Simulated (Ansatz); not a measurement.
## Ligand exchange: BH2Cl + C4H10S → BH2(SH) + C4H9Cl

Species: BH2Cl `BCl`, singlet; C4H10S (2-methyl-2-propanethiol) `CC(C)(C)S`, singlet; BH2(SH), singlet; C4H9Cl `CC(C)(C)Cl`, singlet. The partners trade Cl for SH: B–Cl and C–SH bonds give way to B–SH and C–Cl.

Shapes, held fixed at every level: PBE0-D4/def2-TZVP. Flexible molecules stand in one conformer, not always the lowest. Programs: Ansatz 0.2.0. The zero-point and thermal change to 298 K, harmonic and unscaled (PBE0-D4/def2-TZVP), is +1.1 kJ/mol.

```json
{"level": "PBE-D4/def2-TZVPP", "kind": "GGA", "ΔH(298 K) (kJ/mol)": "-9.7", "less CCSD(T)/CBS estimate": "-6.6", "CPU time (sum over the molecules)": "28 s"}
{"level": "BHLYP-D4/def2-TZVPP", "kind": "global hybrid", "ΔH(298 K) (kJ/mol)": "-3.7", "less CCSD(T)/CBS estimate": "-0.6", "CPU time (sum over the molecules)": "33 s"}
{"level": "PBE0-D4/def2-TZVPP", "kind": "global hybrid", "ΔH(298 K) (kJ/mol)": "-6.8", "less CCSD(T)/CBS estimate": "-3.7", "CPU time (sum over the molecules)": "31 s"}
{"level": "wB97M-V/def2-TZVPP", "kind": "range-separated hybrid", "ΔH(298 K) (kJ/mol)": "-4.2", "less CCSD(T)/CBS estimate": "-1.1", "CPU time (sum over the molecules)": "1.7 min"}
{"level": "CCSD(T)/def2-SVP", "kind": "coupled cluster or CI", "ΔH(298 K) (kJ/mol)": "-0.5", "less CCSD(T)/CBS estimate": "+2.6", "CPU time (sum over the molecules)": "47 s"}
{"level": "CCSD/def2-TZVPP", "kind": "coupled cluster or CI", "ΔH(298 K) (kJ/mol)": "-1.9", "less CCSD(T)/CBS estimate": "+1.2", "CPU time (sum over the molecules)": "–"}
{"level": "CCSD(T)/CBS estimate", "kind": "coupled cluster or CI", "ΔH(298 K) (kJ/mol)": "-3.1", "less CCSD(T)/CBS estimate": "0.0", "CPU time (sum over the molecules)": "37 min"}
```

The highest level, CCSD(T)/CBS estimate, gives ΔH(298 K) = -3.1 kJ/mol; the levels span -9.7 to -0.5. That is about zero within the method's error. The column of differences is taken from that level and isn't an error. No measured value is set beside it here. The CBS estimate extrapolates MP2 from def2-TZVPP and def2-QZVPP and adds CCSD(T) − MP2 in the triple-zeta set, cores frozen. Times are processor times on shared x86 and Arm servers, and rough.

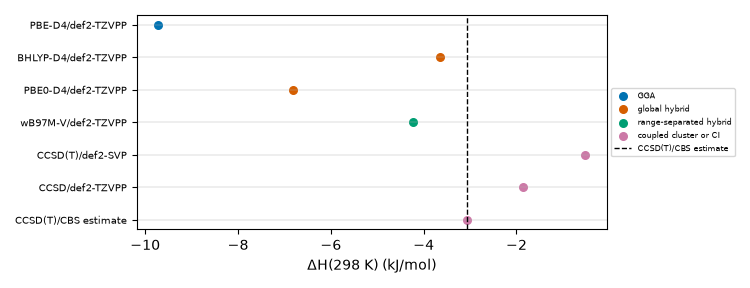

The values of the table, level by level.
